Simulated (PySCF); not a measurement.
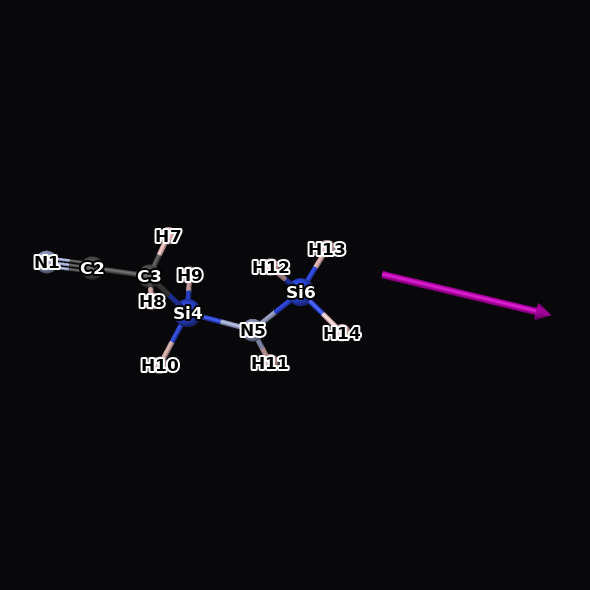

The arrow beside the molecule shows the direction of the dipole moment, from the negative to the positive end (its length means nothing). Computed geometry: GFN2-xTB optimisation. No frequency run is at hand to confirm it as a minimum. Properties computed with PBE0/def2-SVPD, gas phase (PySCF 2.14.0).

Q: Estimate the dipole moment.

A: 4.78 D; it points from the side of N1 to the side of H14 (the outermost atoms at the two ends).

The geometry is semi-empirical. Around Si such bond lengths and angles can be off by a tenth of an ångström or more and by several degrees, and values that hang on the shape move with them.
